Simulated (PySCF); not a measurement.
# C4H4F2O2: circular dichroism and optical rotation

Aim: compute the circular dichroism and optical rotation of C4H4F2O2 (`O=C[C@H](F)[C@H]1O[C@@H]1F`).

Computed with PySCF 2.14.0 and routines of our own; the level stands in each step. Atoms count from 0.

## 1. The starting structure

12 atoms, charge 0, multiplicity 1; geometry from: GFN2-xTB.

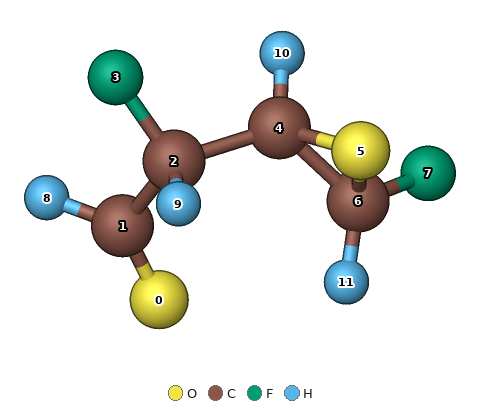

The starting geometry (oxygen yellow, carbon brown, fluorine teal, hydrogen blue).

## 2. Circular dichroism and optical rotation: TDDFT PBE0/def2-SVPD

What the job is given:

```
{"job": {"kind": "ecd", "xc": "PBE0", "basis": "def2-SVPD", "nstates": 16}, "charge": 0, "multiplicity": 1}
O     -1.352656    -0.684417     1.498203
C     -1.629651    -0.360944     0.382644
C     -0.756736     0.532094    -0.485663
F     -1.304702     0.601384    -1.741336
C      0.674435     0.026407    -0.585071
O      1.713715     0.902224    -0.223309
C      1.505892    -0.167975     0.603163
F      2.443240    -1.137732     0.567062
H     -2.558410    -0.674728    -0.123791
H     -0.761287     1.552582    -0.074743
H      0.869755    -0.588176    -1.459348
H      1.157603    -0.001404     1.616163
```

Method: TDDFT PBE0/def2-SVPD circular dichroism and optical rotation, one conformer, gas phase.

The run is started by

```bash
$ OMP_NUM_THREADS=1 python excited_run.py task.json out
```

This one command runs all jobs of the session in turn.

Standard output:

```text
coarse grid: 11168 points
cycle   1  E = -503.7488874859  dE =  1.463e+00  |g| = 1.018e+00  |ddm| = 4.604e+00
cycle   2  E = -503.1798882174  dE =  5.690e-01  |g| = 2.007e+00  |ddm| = 3.078e+00
cycle   3  E = -503.9385199065  dE = -7.586e-01  |g| = 2.045e-01  |ddm| = 2.207e+00
cycle   4  E = -503.9445641045  dE = -6.044e-03  |g| = 1.064e-01  |ddm| = 2.805e-01
cycle   5  E = -503.9465109971  dE = -1.947e-03  |g| = 1.871e-02  |ddm| = 1.086e-01
cycle   6  E = -503.9465691810  dE = -5.818e-05  |g| = 8.807e-03  |ddm| = 3.218e-02
cycle   7  E = -503.9465829804  dE = -1.380e-05  |g| = 1.832e-03  |ddm| = 9.446e-03
cycle   8  E = -503.9465835752  dE = -5.948e-07  |g| = 6.329e-04  |ddm| = 2.605e-03
final grid: 111944 points
cycle   9  E = -504.0262539346  dE = -1.772e-05  |g| = 1.328e-02  |ddm| = 8.908e-02
cycle  10  E = -504.0261697083  dE =  8.423e-05  |g| = 2.499e-02  |ddm| = 3.638e-02
cycle  11  E = -504.0262866017  dE = -1.169e-04  |g| = 2.078e-03  |ddm| = 2.385e-02
cycle  12  E = -504.0262874199  dE = -8.182e-07  |g| = 3.568e-04  |ddm| = 2.164e-03
cycle  13  E = -504.0262874406  dE = -2.070e-08  |g| = 1.375e-04  |ddm| = 5.690e-04
cycle  14  E = -504.0262874440  dE = -3.428e-09  |g| = 5.182e-05  |ddm| = 1.983e-04
cycle  15  E = -504.0262874445  dE = -4.368e-10  |g| = 1.335e-05  |ddm| = 5.878e-05
converged SCF energy = -504.0262874445

Singlet excitations and rotatory strengths (1e-40 esu^2 cm^2)
state   eV       nm     f(len)   f(vel)    R(len)    R(vel)   main configurations
  1   4.1920   295.8  0.00023  0.00027    -3.313    -3.988   H->L 0.97
  2   6.1156   202.7  0.00762  0.00725    -1.956    -1.858   H-1->L 0.99
  3   6.5077   190.5  0.00916  0.00935   -10.041    -9.544   H-2->L 0.96
  4   7.8236   158.5  0.02347  0.02252    14.817    14.329   H->L+1 0.77, H->L+2 0.19
  5   7.8875   157.2  0.03038  0.03024    16.281    16.192   H-3->L 0.86
  6   8.0314   154.4  0.00188  0.00169    -0.227    -0.068   H->L+2 0.75, H->L+1 0.20
  7   8.2581   150.1  0.00410  0.00423    -9.853    -9.904   H-4->L 0.59, H-5->L 0.30
  8   8.3786   148.0  0.03311  0.03473    -1.724     0.515   H->L+3 0.94
  9   8.6633   143.1  0.00234  0.00270    -5.634    -6.900   H-5->L 0.28, H-1->L+1 0.25, H-4->L 0.20
 10   8.7314   142.0  0.01161  0.01204     1.083     1.522   H-1->L+2 0.30, H-5->L 0.27, H-1->L+1 0.16
 11   8.7876   141.1  0.00808  0.00749    -9.682    -9.062   H-1->L+2 0.33, H->L+5 0.20, H->L+4 0.17
 12   8.8134   140.7  0.00904  0.00860    12.055    11.748   H->L+5 0.55, H-1->L+2 0.15, H-1->L+1 0.10
 13   8.8654   139.9  0.02697  0.02765   -23.032   -23.327   H->L+4 0.68, H->L+5 0.13, H-1->L+1 0.10
 14   9.0309   137.3  0.02310  0.02292    -4.956    -7.152   H-1->L+3 0.51, H-1->L+4 0.21
 15   9.1259   135.9  0.01886  0.01712    -8.384    -8.348   H->L+6 0.65, H-1->L+3 0.13
 16   9.1701   135.2  0.00914  0.00831    -1.733    -0.319   H-1->L+4 0.42, H-1->L+3 0.22, H->L+6 0.17

Specific rotation (deg / (dm g/mL))
    nm     length   length(OI)   velocity    alpha(len)  alpha(vel)
  633.0    -126.22    -124.71    -142.19       53.604     53.247
  589.3    -150.83    -149.07    -169.94       53.745     53.387
  546.0    -183.83    -181.73    -207.19       53.922     53.563
  436.0    -355.02    -351.34    -401.28       54.654     54.292
  405.0    -459.52    -455.03    -520.62       54.989     54.625
  365.0    -713.41    -707.28    -813.31       55.574     55.208
  355.0    -823.55    -816.81    -941.33       55.758     55.391
```

Run time: 1.8 min. Hardware: 1 thread of Arm Neoverse N1, shared host; peak memory 0.85 GiB.

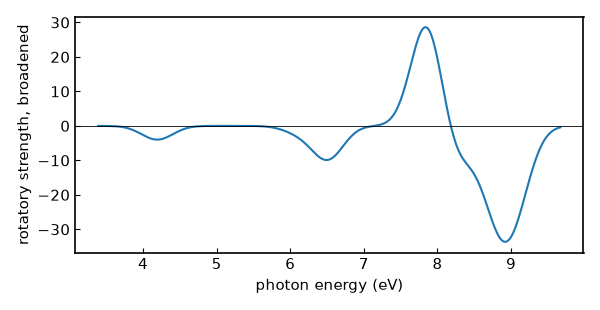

Circular dichroism: velocity-form rotatory strengths under Gaussians of 0.3 eV half-width at 1/e.

## 3. Outcome

| quantity | value |
| --- | --- |
| state of largest rotatory strength (velocity form) among 16 (step 2, TDDFT PBE0/def2-SVPD) | 8.87 eV, R = -23.3 (velocity), -23.0 (length) ·10⁻⁴⁰ esu² cm² |
| specific rotation at 633.0 nm (step 2, TDDFT PBE0/def2-SVPD) | -142.2 (velocity), -126.2 (length) |

Rotations belong to one conformer. The length form depends on the origin in a finite basis.
